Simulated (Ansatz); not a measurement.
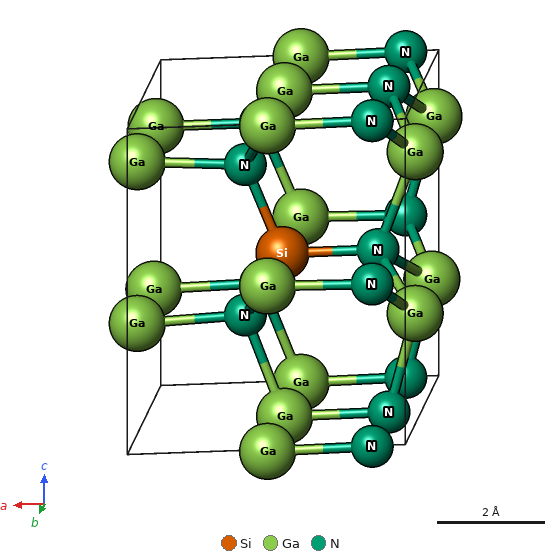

Drawn in the ball-and-stick manner and seen from a general direction. Atoms at the boundary of the supercell (the box) are drawn once for each face, edge or corner they touch. The host is GaN, in a cell of 16 sites, and the cell carries a charge of +1.

What imperfection does the supercell contain?

Answer. Silicon on a gallium site (a substitutional impurity). It is bonded to four N in a tetrahedral arrangement at about 1.8 Å.

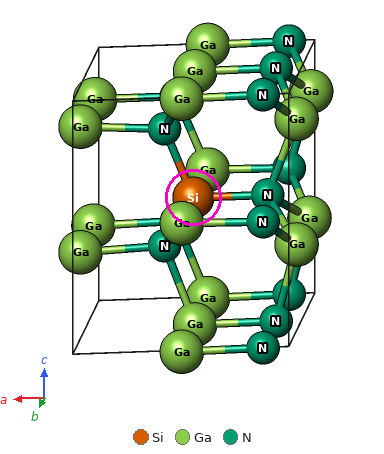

The same cell with a ring at the defect's site.

The atoms were relaxed in the host's cell with DFT PBE, scalar-relativistic, plane waves, PAW in Ansatz 0.2.0.
